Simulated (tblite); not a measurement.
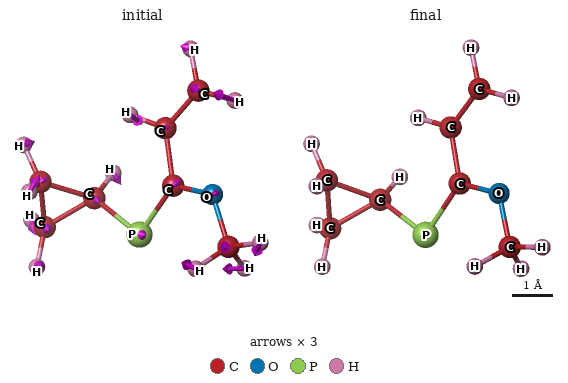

The structure of C₇H₁₁OP before (left) and after (right) a relaxation, at one scale. The purple arrows give the displacements, 3 times their true length.

Style: ball-and-stick. Shown at a tilt.

Theory: GFN2-xTB geometry optimisation, gas phase (tblite 0.8.0). 

Describe what moved and what it gained.

Answer. The energy falls by 14.9 kJ/mol in 89 geometry steps. An H atom moves most after the best rigid fit: 0.28 Å. Largest moves by element: H 0.28 Å, C 0.14 Å, P 0.10 Å, O 0.07 Å. Some distances before and after: C–O 1.431 → 1.400 Å, C–C 1.472 → 1.447 Å, C–H 1.097 → 1.076 Å, C–P 1.696 → 1.712 Å. Bond angles that change, for instance: C–O–C 122.5° → 116.8°, O–C–P 124.2° → 120.4°, C–C–O 110.1° → 113.7°. Cost: 0.68 s on 1 thread of Arm Neoverse V1, on a shared host.
